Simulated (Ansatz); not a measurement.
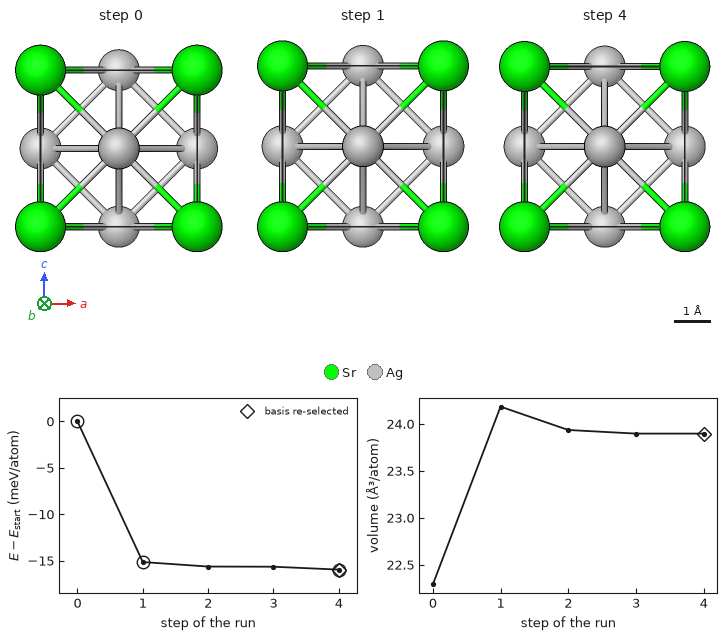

Frames of a relaxation of a crystal of SrAg3 (built on the Cu3Au (L1_2)_221 type), marked on the history of the run. The picture is a ball-and-stick view of the cell of the calculation, seen along the b axis.

Case: Cu3Au (L1_2) type (Pm-3m, No. 221).

Level of theory: DFT PBE, scalar-relativistic, plane waves, PAW in Ansatz. (plane-wave cutoff 420 eV; k-point mesh 10 × 10 × 10; occupations gaussian; smearing width 0.1 eV; no spin polarisation; cell and atoms relaxed; force threshold 0.01 eV/Å; at most 80 steps)

**Describe the path.**

The energy falls by 15.9 meV per atom in 3 accepted moves (4 points after the start). All forces vanish by symmetry, so only the cell relaxes. The pressure goes from 3.44 to −0.02 GPa. At 1 point the geometry stayed and the basis and grid were re-selected for the new cell (energy shift of 0.3 meV per atom at most each time). The atoms keep their places relative to the cell (all moves are under 0.005 Å). The volume changes by +7.2 %, with a = b = c 4.468 → 4.572 Å (+2.3 %). Among the contacts that change: Ag–Sr 3.159 → 3.233 Å, Ag–Ag 3.159 → 3.233 Å. The space group stays Pm-3m (No. 221). From step 0 to 1: volume +8.5 %, energy −15.1 meV per atom. From step 1 to 4: volume −1.2 %, energy −0.8 meV per atom.

```json
{"step": "0", "E − E(0), meV/atom": "0.00", "pressure, GPa": "3.44", "volume, Å³/atom": "22.291", "note": ""}
{"step": "1", "E − E(0), meV/atom": "-15.13", "pressure, GPa": "-0.48", "volume, Å³/atom": "24.185", "note": ""}
{"step": "2", "E − E(0), meV/atom": "-15.62", "pressure, GPa": "-0.07", "volume, Å³/atom": "23.936", "note": ""}
{"step": "3", "E − E(0), meV/atom": "-15.63", "pressure, GPa": "0.00", "volume, Å³/atom": "23.898", "note": ""}
{"step": "4", "E − E(0), meV/atom": "-15.95", "pressure, GPa": "-0.02", "volume, Å³/atom": "23.898", "note": "same geometry, new basis"}
```
